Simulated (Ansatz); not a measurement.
**A substitution series on Ge: H to F**

On one Ge centre, n of the H ligands are replaced by F. The atomisation energy (no zero-point term) y in kJ/mol at CCSD(T)/def2-TZVPP. Shapes, held fixed at every level: PBE0-D4/def2-TZVP. Programs: Ansatz 0.2.0.

| molecule | n | y (kJ/mol) |
| --- | --- | --- |
| GeH3 | 0 | 862 |
| GeH2F | 1 | 1010 |
| GeHF2 | 2 | ? |
| GeF3 | 3 | 1347 |

Question: Fit y = c + s·n to the known rows and predict GeHF2.

Answer: 
1. Means of the 3 rows: n = 1.33333, y = 1073.0.
2. Σ(Δn)² = 4.6667, Σ(Δn·Δy) = 759, so the slope is 759/4.6667 = 162.64.
3. Intercept: 1073.0 − (162.64) × 1.33333 = 856.1. The largest residual of the fit is 8.7.
4. GeHF2: 856.1 + (162.64) × 2 = 1181 kJ/mol.

The run gave 1182 kJ/mol, so the prediction is off by -1 kJ/mol, within the scatter of the fit. The steps per swap are +148, +172, +165 kJ/mol. The slope is only an average step. Other levels give for GeHF2: PBE0-D4/def2-TZVPP 1188; wB97M-V/def2-TZVPP 1202; CCSD(T)/def2-SVP 1106 kJ/mol. Open shells run unrestricted unless RO is named. Relativity is left out for Ge unless named. Correlated rows may include outer-core shells of Ge, which these sets cover unevenly.

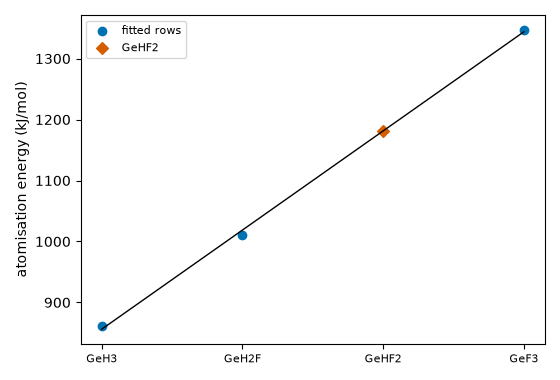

The fitted line, with the withheld member.
